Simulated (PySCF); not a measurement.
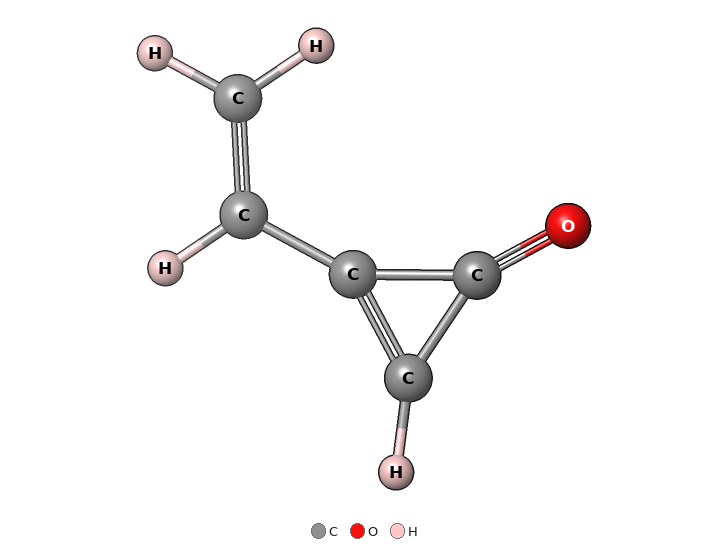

All atoms lie in one plane, which faces the viewer. Computed geometry: PBE0-D3(BJ)/def2-SVP optimisation. No frequency run is at hand to confirm it as a minimum.

Question: Which symmetry elements does this geometry have?

Answer: It has 1 mirror plane, so the point group is Cs. The group has 2 operations. The geometry is achiral, and symmetry allows a dipole moment.
